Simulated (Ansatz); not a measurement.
**Phonon calculation of ZrH2O2F2**

The run: phonon calculation of ZrH2O2F2, SMILES [OH][Zr]([OH])([F])[F]. Method and program: RKS PBE0-D4/def2-TZVP (Ansatz 0.2.0).

The geometry comes from this level: PBE0-D4/def2-TZVP. Figures and captions count atoms from 1; the log counts them from 0 in places.

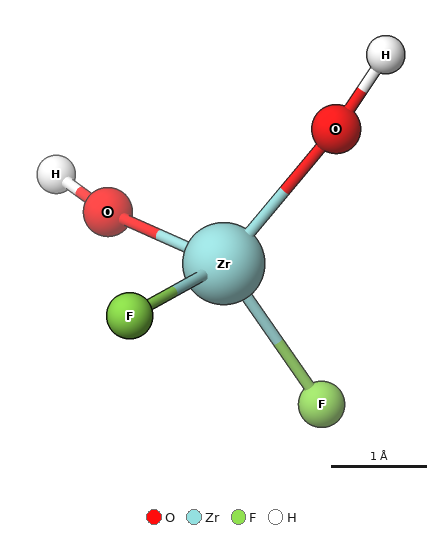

Fig. 1: The input geometry (ball-and-stick view, seen at a tilt). Sticks mark near contacts. Bond lengths as drawn: F–Zr 1.91 Å, H–O 0.95 Å and O–Zr 1.91 Å.

Input:
```yaml
crystal:
  periodic: [false, false, false]
  atoms:
    - {symbol: O, position_ang: [-1.314718, -0.903331, -0.550829]}
    - {symbol: Zr, position_ang: [0.409873, -0.238983, -0.070268]}
    - {symbol: O, position_ang: [0.301037, 1.494142, 0.724001]}
    - {symbol: F, position_ang: [1.219789, -1.445857, 1.172839]}
    - {symbol: F, position_ang: [1.500200, -0.139958, -1.638463]}
    - {symbol: H, position_ang: [-2.224369, -1.112879, -0.738470]}
    - {symbol: H, position_ang: [0.108188, 2.346866, 1.101190]}
basis:
  gaussian: {orbitals: def2-TZVP}
hamiltonian: {xc: pbe0, dispersion: d4}
phonons: {temperatures: {t_min: 298.15, t_max: 900, t_step: 200}}
```

Hardware: 4 threads of Arm Neoverse V1, 23 GiB of memory available, shared host.

Command:
```bash
ansatz run in.yaml --threads 4 --pin off --events-out ev --progress --plain --max-ram 10444MiB
```

The program's output:
```
Functional definition: PBE0
  name "PBE0"
  cite "Adamo & Barone, J. Chem. Phys. 110, 6158 (1999) doi:10.1063/1.478522"
  cite "Perdew, Burke & Ernzerhof, Phys. Rev. Lett. 77, 3865 (1996) doi:10.1103/PhysRevLett.77.3865"
  parent pbe
  parameter a = 0.25
  parameter kappa = 0.804
  parameter beta = 0.06672455060314922
  exchange = (1 - a)*pbe_x(kappa = kappa, mu = beta*pi^2/3) + a*exact_x
  correlation = pbe_c(beta = beta)
1101 factors; their error is unknown
mean field evaluation 1: about -10829.2703 eV, gradient 9.7e1 eV
mean field evaluation 2: about -10771.5542 eV, gradient 2.1e2 eV
mean field evaluation 4: about -10843.4903 eV, gradient 7.0e0 eV
mean field evaluation 8: about -10843.6297 eV, gradient 2.4e-1 eV
mean field evaluation 16: about -10843.6297 eV, gradient 5.7e-5 eV
mean field -10843.62974698 eV, -398.4960431252 hartree, gradient 5.7e-5 eV, S^2 0.000000; 0 other end points of the search recorded, 0 dependent functions left out
the calculation of the forces begins
reference -10843.62981117 eV, -398.4960454844 hartree; 24, 24 occupied and 152, 152 virtual orbitals, 1101 factors
these checks for a lower state are left out or cut short: stability, starts, cluster_reference, orbital_swaps, neighbouring_geometries, increment
1101 factors; their error is unknown
mean field -10843.62948877 eV, -398.4960336361 hartree, gradient 2.0e-6 eV, S^2 0.000000; 0 other end points of the search recorded, 0 dependent functions left out
[... from here on the field's lines of each further geometry are left out, up to the last ...]
the calculation of the forces begins
reference -10843.62978996 eV, -398.4960447049 hartree; 24, 24 occupied and 152, 152 virtual orbitals, 1101 factors
these checks for a lower state are left out or cut short: stability, starts, cluster_reference, orbital_swaps, neighbouring_geometries, increment
1101 factors; their error is unknown
mean field -10843.62971232 eV, -398.4960418514 hartree, gradient 2.1e-6 eV, S^2 0.000000; 0 other end points of the search recorded, 0 dependent functions left out
the calculation of the forces begins
reference -10843.62977651 eV, -398.4960442106 hartree; 24, 24 occupied and 152, 152 virtual orbitals, 1101 factors
Total energy: -10843.73534982 eV, -398.4999239582 hartree
Atom 0 at    -1.314718    -0.903331    -0.550829 Å, force    -0.000941    -0.000348    -0.000225 eV/Å
Atom 1 at     0.409873    -0.238983    -0.070268 Å, force     0.000403    -0.000363    -0.000103 eV/Å
Atom 2 at     0.301037     1.494142     0.724001 Å, force    -0.000071     0.001536     0.000725 eV/Å
Atom 3 at     1.219789    -1.445857     1.172839 Å, force     0.000392    -0.000639     0.000740 eV/Å
Atom 4 at     1.500200    -0.139958    -1.638463 Å, force     0.000453     0.000147    -0.000845 eV/Å
Atom 5 at    -2.224369    -1.112879    -0.738470 Å, force    -0.000247    -0.000061    -0.000118 eV/Å
Atom 6 at     0.108188     2.346866     1.101190 Å, force     0.000011    -0.000273    -0.000174 eV/Å
Dipole moment:    -0.618031     0.360536     0.106087 e Å
Vibrations: 159.52 165.01 166.51 170.91 174.28 185.33 209.82 247.64 298.18 652.64 658.26 728.63 736.82 4006.11 4009.86 cm⁻¹, zero-point energy 0.779212 eV
```

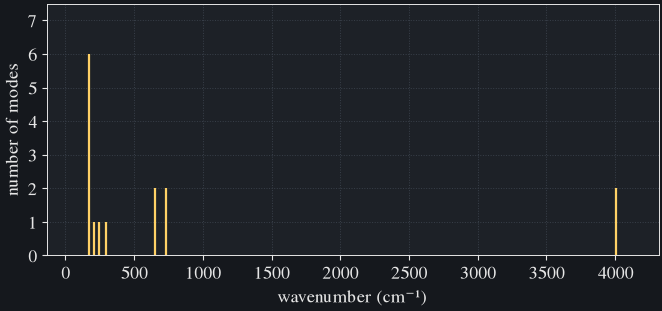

Fig. 2: Harmonic vibrational wavenumbers from the force constants; neighbouring modes closer than 18 cm⁻¹ are counted in one stick. 15 modes from 160 to 4010 cm⁻¹, none imaginary.

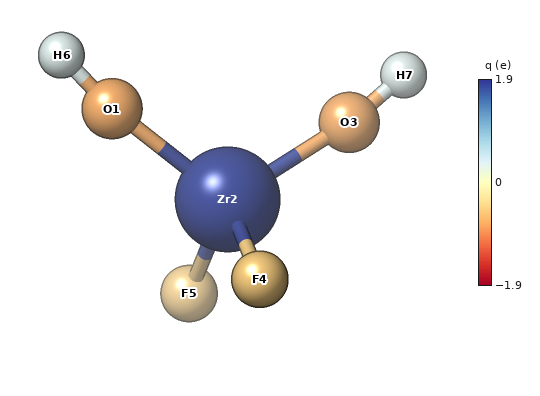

Fig. 3: Mulliken charges, as the colour of each atom (ball-and-stick view, seen at a tilt; atoms are numbered from 1 in the order of the input). By element: O −0.76, Zr +1.80, F −0.48 and H +0.34 e.

Summary:

```json
{"quantity": "outcome", "value": "converged"}
{"quantity": "total energy", "value": "−10843.7353 eV"}
{"quantity": "mean-field energy", "value": "−10843.6298 eV"}
{"quantity": "dispersion energy", "value": "−0.1055 eV"}
{"quantity": "largest force (length of the vector)", "value": "0.002 eV/Å"}
{"quantity": "dipole moment", "value": "3.47 D"}
{"quantity": "wall time", "value": "71 s (CPU time 4.4 min)"}
{"quantity": "peak memory", "value": "0.39 GiB"}
```
